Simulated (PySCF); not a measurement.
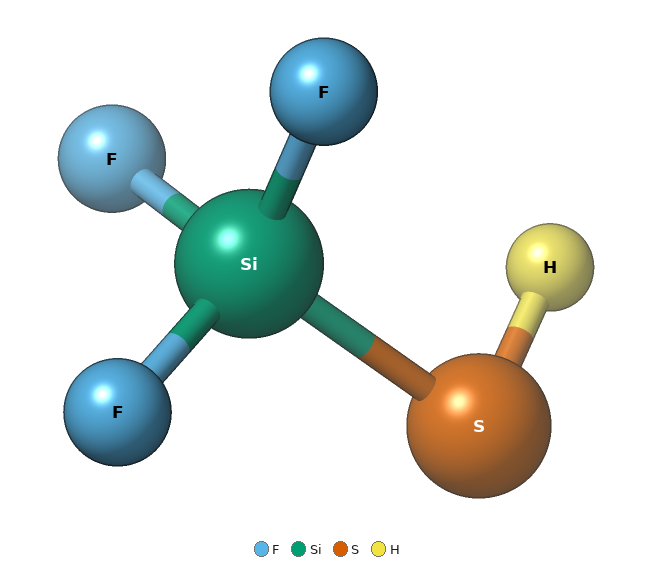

Orthographic view. Atoms fade into the background with distance from the viewer. Computed geometry: PBE0-D3(BJ)/def2-SVP optimisation. No frequency run is at hand to confirm it as a minimum.

Q: Give the standard InChI.

A: InChI=1S/F3HSSi/c1-5(2,3)4/h4H
